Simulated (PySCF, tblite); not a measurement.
# C₄H₇F₂O₂Si radical: geometry, infrared bands and EPR parameters

Aim: predict the infrared bands and EPR parameters of C₄H₇F₂O₂Si radical (`C[C]1O[SiH2]O[C@@H]1C(F)F`).

Computed with tblite 0.8.0 and PySCF 2.14.0, with density-fitted response routines of our own, on a single molecule in the gas phase. Atoms are numbered from 0 throughout.

### Step 1. The starting structure

16 atoms, charge 0, multiplicity 2; geometry from: force field or distance geometry start.

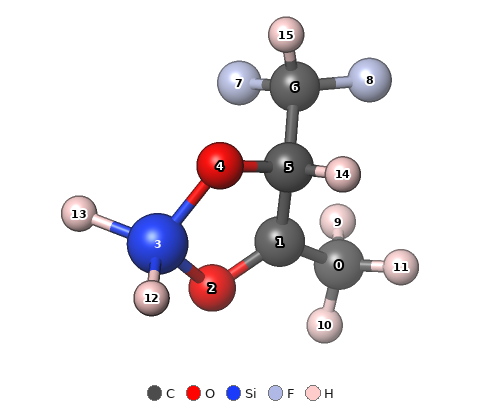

The starting geometry (carbon dark grey, oxygen red, silicon blue, fluorine light blue, hydrogen pink), atoms numbered.

### Step 2. Geometry optimisation with GFN2-xTB

Job settings and geometry (Å):

```
{"job": {"kind": "relax", "xc": "GFN2-xTB", "basis": "xTB"}, "charge": 0, "multiplicity": 2}
C     -1.471800    -1.378100     0.326200
C     -0.755100    -0.088800     0.191100
O     -1.423700     1.039300    -0.193900
Si    -0.320000     2.293700    -0.283200
O      1.052100     1.469200     0.238500
C      0.721400     0.077500     0.455000
C      1.628200    -0.825400    -0.396400
F      1.232200    -0.837300    -1.685900
F      1.558800    -2.113800     0.052600
H     -1.167700    -2.076700    -0.446500
H     -2.562700    -1.225700     0.227400
H     -1.293200    -1.832000     1.305700
H     -0.658400     3.363900     0.697100
H     -0.138800     2.765500    -1.667100
H      0.921600    -0.117600     1.519200
H      2.669500    -0.504800    -0.351300
```

Started as:

```bash
$ OMP_NUM_THREADS=1 python probes_run.py task.json out
```

This one command runs all jobs of the session in turn.

Standard output:

```text
step      E/eV     max force
  0    -857.23249    1.679
  1    -857.33267    0.961
  2    -857.38109    0.517
  3    -857.38812    0.244
  4    -857.39190    0.121
  5    -857.39423    0.154
  6    -857.39752    0.217
  7    -857.39939    0.147
  8    -857.40069    0.093
  9    -857.40163    0.086
 10    -857.40262    0.095
 11    -857.40346    0.081
 12    -857.40418    0.072
 13    -857.40493    0.069
 14    -857.40586    0.096
 15    -857.40690    0.094
 16    -857.40787    0.084
 17    -857.40873    0.069
 18    -857.40958    0.076
 19    -857.41045    0.089
 20    -857.41126    0.067
 21    -857.41194    0.061
 22    -857.41258    0.059
 23    -857.41335    0.084
 24    -857.41431    0.091
 25    -857.41530    0.069
 26    -857.41610    0.069
 27    -857.41668    0.062
 28    -857.41719    0.062
 29    -857.41777    0.065
 30    -857.41848    0.067
 31    -857.41931    0.074
 32    -857.42016    0.078
 33    -857.42107    0.090
 34    -857.42221    0.105
 35    -857.42371    0.107
 36    -857.42533    0.113
 37    -857.42641    0.099
 38    -857.42691    0.039
 39    -857.42713    0.033
 40    -857.42736    0.028
 41    -857.42753    0.038
 42    -857.42767    0.027
 43    -857.42776    0.025
 44    -857.42786    0.027
 45    -857.42799    0.030
 46    -857.42814    0.033
 47    -857.42828    0.031
 48    -857.42840    0.027
 49    -857.42853    0.032
 50    -857.42870    0.041
 51    -857.42889    0.037
 52    -857.42906    0.036
 53    -857.42924    0.036
 54    -857.42948    0.045
 55    -857.42981    0.064
 56    -857.43014    0.053
 57    -857.43035    0.036
 58    -857.43049    0.031
 59    -857.43065    0.036
 60    -857.43084    0.045
 61    -857.43100    0.030
 62    -857.43109    0.027
 63    -857.43118    0.027
 64    -857.43132    0.042
 65    -857.43152    0.052
 66    -857.43171    0.039
 67    -857.43185    0.031
 68    -857.43194    0.030
 69    -857.43207    0.039
 70    -857.43228    0.049
 71    -857.43251    0.035
 72    -857.43263    0.023
 73    -857.43270    0.019
 74    -857.43275    0.019
 75    -857.43282    0.021
 76    -857.43290    0.023
 77    -857.43298    0.021
 78    -857.43305    0.022
 79    -857.43312    0.023
 80    -857.43320    0.028
 81    -857.43330    0.026
 82    -857.43340    0.022
 83    -857.43347    0.017
 84    -857.43352    0.021
 85    -857.43358    0.023
 86    -857.43367    0.031
 87    -857.43381    0.043
 88    -857.43398    0.043
 89    -857.43413    0.032
 90    -857.43426    0.026
 91    -857.43436    0.022
 92    -857.43443    0.026
 93    -857.43449    0.018
 94    -857.43453    0.014
 95    -857.43456    0.012
 96    -857.43459    0.015
 97    -857.43462    0.013
 98    -857.43464    0.014
 99    -857.43467    0.015
100    -857.43472    0.018
101    -857.43478    0.017
102    -857.43485    0.018
103    -857.43489    0.016
104    -857.43492    0.016
105    -857.43497    0.015
106    -857.43502    0.014
107    -857.43505    0.010
108    -857.43506    0.007
```

It took 0.77 s on 1 thread of Arm Neoverse V1, shared host.

Along the way: (not every step is listed)

```
step  energy from step 0 (eV)  largest force (eV/Å)
   0                   0.0000                1.6790
   1                  -0.1002                0.9608
   2                  -0.1486                0.5175
   3                  -0.1556                0.2439
   4                  -0.1594                0.1210
   5                  -0.1617                0.1542
   6                  -0.1650                0.2169
   7                  -0.1669                0.1471
   8                  -0.1682                0.0927
  17                  -0.1762                0.0690
  26                  -0.1836                0.0689
  35                  -0.1912                0.1070
  44                  -0.1954                0.0274
  53                  -0.1968                0.0358
  62                  -0.1986                0.0269
  71                  -0.2000                0.0347
  80                  -0.2007                0.0282
  89                  -0.2016                0.0316
  98                  -0.2021                0.0139
 103                  -0.2024                0.0164
 104                  -0.2024                0.0156
 105                  -0.2025                0.0150
 106                  -0.2025                0.0141
 107                  -0.2026                0.0105
 108                  -0.2026                0.0071
```

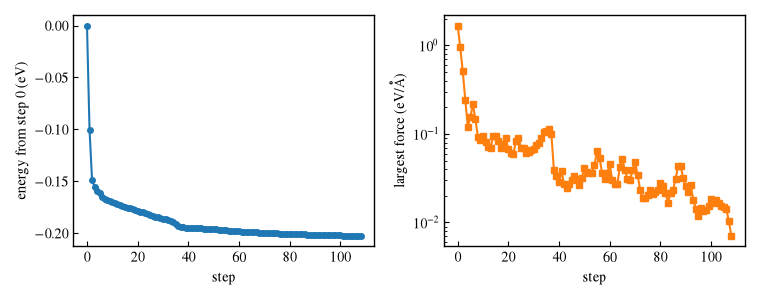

Energy and largest force along the relaxation.

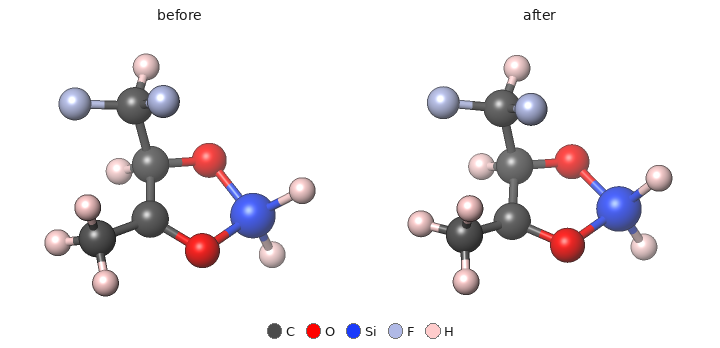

The geometry before (left) and after (right).

Close pairs (by a distance rule), those that changed most:

```
   bond  before (Å)  after (Å)  change (Å)
  O4–C5       1.447      1.395      -0.052
Si3–H12       1.490      1.449      -0.041
 Si3–O4       1.684      1.651      -0.033
 O2–Si3       1.673      1.646      -0.027
Si3–H13       1.473      1.452      -0.021
 C0–H10       1.106      1.088      -0.018
  C6–F8       1.366      1.353      -0.013
  C0–H9       1.085      1.097      +0.012
```

The end geometry stands in the next job.

### Step 3. Harmonic vibrations with GFN2-xTB

Job settings and geometry (Å):

```
{"job": {"kind": "ir", "xc": "GFN2-xTB", "basis": "xTB"}, "charge": 0, "multiplicity": 2}
C     -1.456928    -1.378953     0.281289
C     -0.787076    -0.067361     0.411713
O     -1.349448     1.031799    -0.160021
Si    -0.261494     2.252082    -0.352572
O      0.993507     1.454255     0.364008
C      0.687223     0.116539     0.615482
C      1.535547    -0.757814    -0.337367
F      1.029838    -0.744148    -1.590780
F      1.538685    -2.050034     0.062536
H     -1.304772    -1.816953    -0.713242
H     -2.528418    -1.255385     0.425121
H     -1.063961    -2.074897     1.019620
H     -0.616526     3.383145     0.481136
H     -0.008074     2.466279    -1.766421
H      1.008375    -0.144868     1.636083
H      2.575923    -0.404742    -0.387994
```

Standard output:

```text
mode    cm-1     km/mol
  1      48.3      1.71
  2      79.2      0.69
  3     101.4      8.44
  4     126.7      0.87
  5     146.2      1.90
  6     231.2      6.12
  7     296.7      1.92
  8     306.6      3.42
  9     354.9      4.41
 10     458.5      0.64
 11     483.2     23.05
 12     497.1     12.28
 13     600.9     89.18
 14     619.9     30.92
 15     659.7     56.47
 16     678.9    115.84
 17     788.2    118.71
 18     802.0    203.93
 19     818.5    157.57
 20     851.5     56.88
 21     957.2     12.06
 22     997.6     26.88
 23    1022.1      3.32
 24    1043.4    136.60
 25    1097.1    129.34
 26    1113.7     86.57
 27    1184.8     29.39
 28    1217.0     62.25
 29    1232.6     28.19
 30    1267.6     36.36
 31    1282.2     64.66
 32    1313.7     75.69
 33    1389.3     15.99
 34    1447.8      6.03
 35    1464.5      5.56
 36    2353.0    334.60
 37    2393.4    158.97
 38    2843.8     37.67
 39    2884.8     12.94
 40    2907.6     27.34
 41    3023.1      9.46
 42    3031.9     15.46
```

Wall time 0.59 s (1 thread of Arm Neoverse V1, shared host).

The strongest bands and the atoms that carry them (share of the mass-weighted mode):

```
cm⁻¹  km/mol                                atoms
 679   115.8                   H13 40 %, H12 37 %
 788   118.7                    O4 45 %, Si3 24 %
 802   203.9                   H13 36 %, H12 35 %
 818   157.6           C5 29 %, O2 28 %, Si3 14 %
1043   136.6                     C6 55 %, F8 18 %
1097   129.3  C6 44 %, F8 14 %, F7 12 %, H15 12 %
2353   334.6                   H13 81 %, H12 14 %
2393   159.0                   H12 82 %, H13 16 %
```

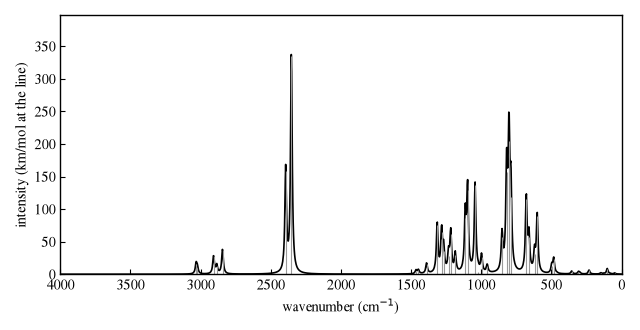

The infrared spectrum from these modes, unscaled. Lines are broadened to a width of 14 cm⁻¹ (Lorentzian).

### Step 4. g tensor and hyperfine couplings: B3LYP/pcH-1

Same as in step 3 but for these lines:

```diff
@@ -1,2 +1,2 @@
-{"job": {"kind": "ir", "xc": "GFN2-xTB", "basis": "xTB"}, "charge": 0, "multiplicity": 2}
+{"job": {"kind": "epr", "basis": "pcH-1"}, "charge": 0, "multiplicity": 2}
 C     -1.456928    -1.378953     0.281289
```

Level: UKS B3LYP, pcH-1 on C F H O Si, non-relativistic, mean-field spin-orbit, GIAO.

Standard output:

```text
UKS, coarse grid
  cycle   1  E = -796.08036823  |g| = 8.43e-01
  cycle   2  E = -795.69012903  |g| = 1.37e+00
  cycle   3  E = -796.30593564  |g| = 1.04e-01
  cycle   4  E = -796.30913231  |g| = 5.99e-02
  cycle   5  E = -796.31046141  |g| = 1.57e-02
  cycle   6  E = -796.31053456  |g| = 5.10e-03
  cycle   7  E = -796.31054468  |g| = 1.53e-03
  cycle   8  E = -796.31054620  |g| = 9.11e-04
UKS, final grid
  cycle   1  E = -796.31047736  |g| = 1.40e-03
  cycle   2  E = -796.31047630  |g| = 2.31e-03
  cycle   3  E = -796.31047801  |g| = 1.19e-04
  cycle   4  E = -796.31047802  |g| = 3.34e-05
  cycle   5  E = -796.31047802  |g| = 2.47e-05
E = -796.31047802 Eh   <S^2> = 0.7537 (exact 0.7500)
g shifts (ppm)      1          2          3
  rmc          -188       -188       -188
  gc             -4         36         32
  oz_so         -26       1277       1709
  total        -218       1125       1552
hyperfine (MHz)  atom isotope    a_iso     a_fc   dipolar eigenvalues
    0   13C     -21.93     -21.94     -1.78     -1.55      3.33
    1   13C     152.35     152.40    -79.33    -77.94    157.27
    2   17O     -22.63     -22.66    -53.60     26.08     27.52
    3  29Si       2.99       2.99     -1.44      0.27      1.17
    4   17O       0.90       0.91     -1.12      0.30      0.82
    5   13C     -22.52     -22.53     -1.92     -0.99      2.91
    6   13C      55.45      55.46     -5.49     -4.97     10.47
    7   19F       1.92       1.93     -5.12     -0.26      5.38
    8   19F       2.08       2.10     -5.69     -2.89      8.59
    9    1H     132.93     132.93     -4.50     -2.94      7.45
   10    1H      39.13      39.13     -5.20     -4.51      9.71
   11    1H      20.15      20.14     -5.38     -4.31      9.69
   12    1H       1.11       1.11     -2.04     -1.82      3.86
   13    1H       6.19       6.19     -1.96     -1.83      3.79
   14    1H      67.98      67.98     -5.45     -4.26      9.71
   15    1H       7.62       7.62     -3.09     -1.62      4.71
```

Wall time 2.3 min (1 thread of Arm Neoverse V1, shared host); peak memory 1.1 GiB.

Principal g values 2.00210, 2.00344, 2.00387; g(iso) = 2.00314, against 2.00232 for a free electron.

Mean a(iso) over the nuclei that a row names, and the largest dipolar term of the row (other rows stand at the frozen geometry):

```
      nuclei  isotope  a(iso) (MHz)  a(iso) (G, at g = 2.0023)  largest dipolar term (MHz)
          C1      13C         152.3                       54.4                       157.3
         H14       1H          68.0                       24.3                         9.7
H9, H10, H11       1H          64.1                       22.9                         9.7
          C6      13C          55.5                       19.8                        10.5
          O2      17O         -22.6                       -8.1                       -53.6
          C5      13C         -22.5                       -8.0                         2.9
          C0      13C         -21.9                       -7.8                         3.3
         H15       1H           7.6                        2.7                         4.7
         H13       1H           6.2                        2.2                         3.8
         Si3     29Si           3.0                        1.1                        -1.4
          F8      19F           2.1                        0.7                         8.6
          F7      19F           1.9                        0.7                         5.4
         H12       1H           1.1                        0.4                         3.9
          O4      17O           0.9                        0.3                        -1.1
```

Mulliken spin populations:

C0 -0.07; C1 0.87; O2 0.10; Si3 0.00; O4 0.00; C5 -0.06; C6 0.04; F7 0.00; F8 0.00; H9 0.07; H10 0.01; H11 0.01; H12 0.00; H13 0.00; H14 0.03; H15 0.01

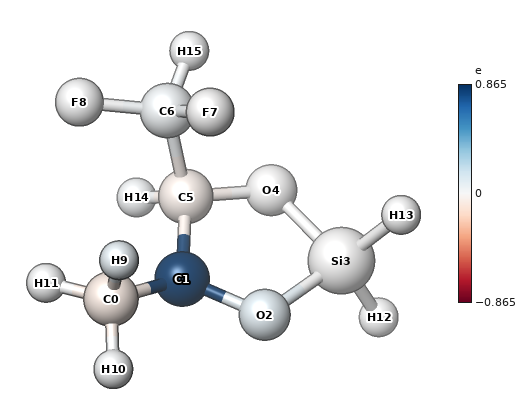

Mulliken spin populations, as colours on the atoms.

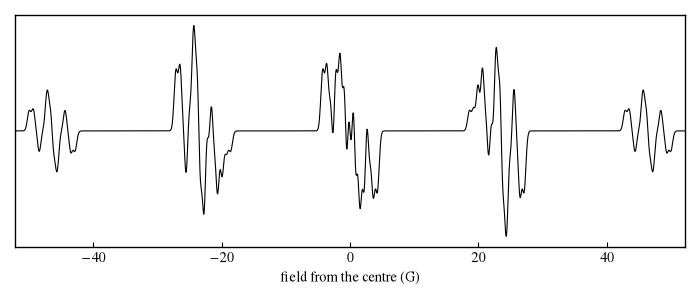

First-order isotropic spectrum (first derivative, main isotopes with spin only, couplings over 0.8 MHz, Gaussian width 0.3 G; couplings of the frozen geometry, rotation of groups not averaged beyond the rows shown).

Orbitals, density, ELF and potential are computed afterwards from the orbital file.

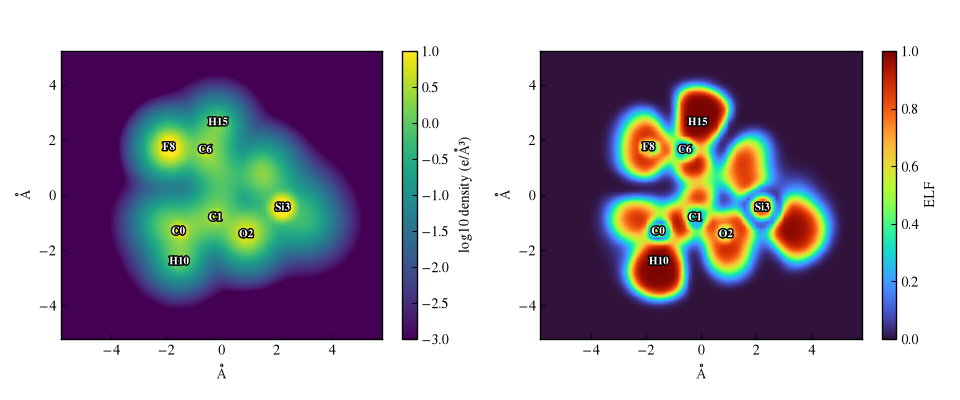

Density (left) and ELF (right) in a plane through or near 8 of the atoms.

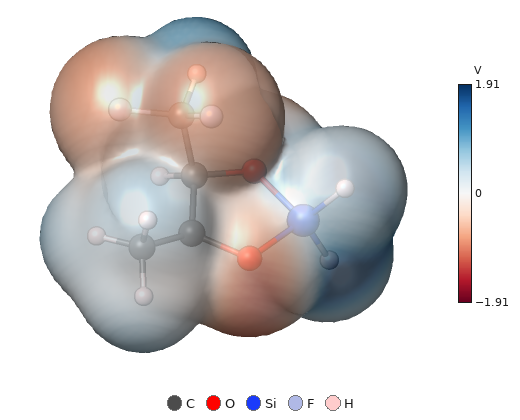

Electrostatic potential on the surface of density 0.002 e/bohr³; red is low, blue high. It runs from -1.00 V near O2 to 1.91 V near Si3.

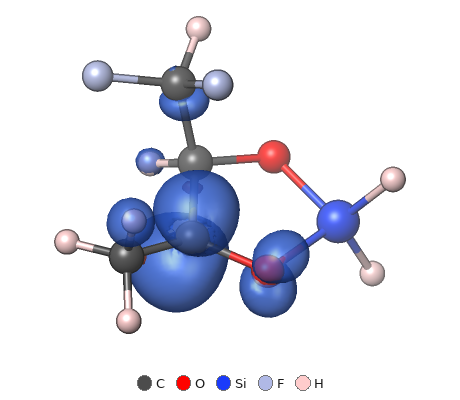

Spin density at ±0.04 e/Å³ (alpha excess blue, beta excess red).

### Step 5. What came out

| quantity | value |
| --- | --- |
| strongest single infrared mode (GFN2-xTB) | 2353 cm⁻¹, 335 km/mol |
| zero-point energy (GFN2-xTB) | 66.4 kcal/mol |
| g(iso) (B3LYP) | 2.00314 |
| ⟨S²⟩ | 0.754 (exact 0.75) |
| largest a(iso) (averaged by class) | 13C on C1, 152.3 MHz |
| potential on the surface of density 0.002 e/bohr³, 1st and 99th percentile | -1.00 V and 1.91 V |

What this shows: Relaxing lowered the energy by 0.203 eV in 108 steps; the close pair that moved most is O4–C5, from 1.447 to 1.395 Å. No mode is imaginary among the 42: a minimum at this level. The strongest single mode, at 2353 cm⁻¹, moves mainly H13. Unscaled tight-binding wavenumbers are off by several per cent, some by more. Its intensities can rank the bands wrongly. Most of the unpaired spin sits on C1 (0.87 e). The isotropic g lies 0.8 ppt above the free-electron value. These values are for one conformer; the search (at its own cheap level) found 2 more, at 1.01, 2.22 kcal/mol, and measured spectra average over such forms.
